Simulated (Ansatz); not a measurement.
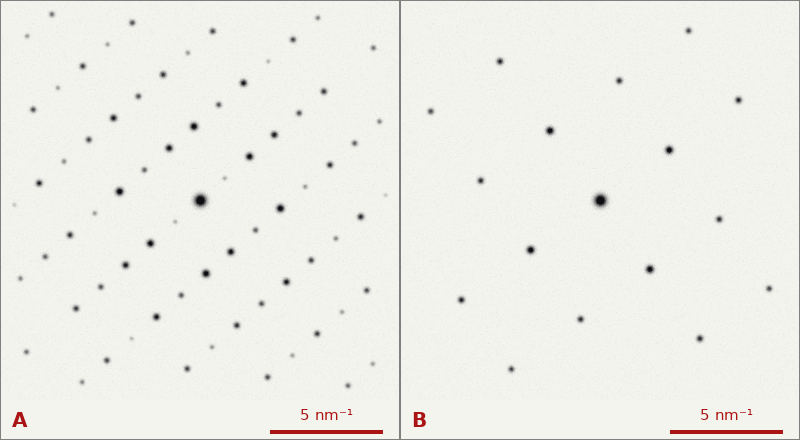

Kinematic electron diffraction patterns (300 kV, B = 0.5 Å², same scale, each along a low-index zone) of two structures of composition Be2Bi, each relaxed at zero pressure with DFT PBE, scalar-relativistic, plane waves, PAW (Ansatz 0.2.0).

The structures (standard cells):
1. R3m (No. 160), a = 4.327 Å, c = 20.234 Å (hexagonal axes), 18 atoms; generated start, possibly hypothetical
2. Fd-3m (No. 227), a = 7.358 Å, 24 atoms; generated start, possibly hypothetical

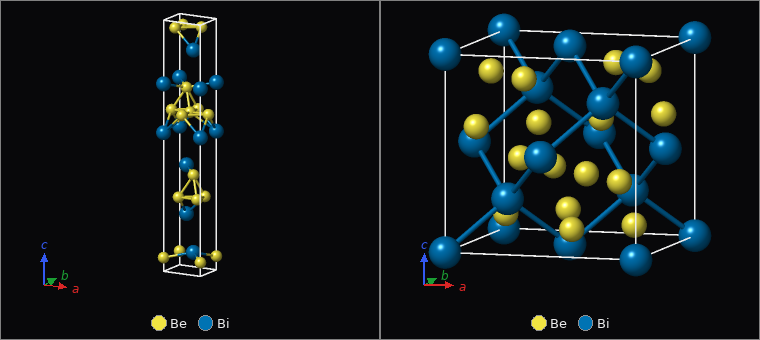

Drawings of the structures 1 to 2, from left to right (each may span several cells).

> Which pattern belongs to which structure, and along which zone?

A is structure 1 along [100] or an equivalent direction: oblique net of 0 0 3 (weak) at d = 6.74 Å and 0 -1 1 at d = 3.68 Å, 79.5° apart (some points of this net are extinct or too weak to see). B is structure 2 along [001] or an equivalent direction: square net of 2 -2 0 at d = 2.60 Å and 2 2 0 at d = 2.60 Å, 90.0° apart (some points of this net are extinct or too weak to see).

> Which structure lies lowest at this level of theory, and by how much?

Structure 1 (R3m, 18.23 Å³ an atom) is the lowest of these; structure 2 (Fd-3m, 16.60 Å³ an atom) lies about 380 meV an atom higher. These are static energies at 0 K; other structures, not shown, may lie lower still.
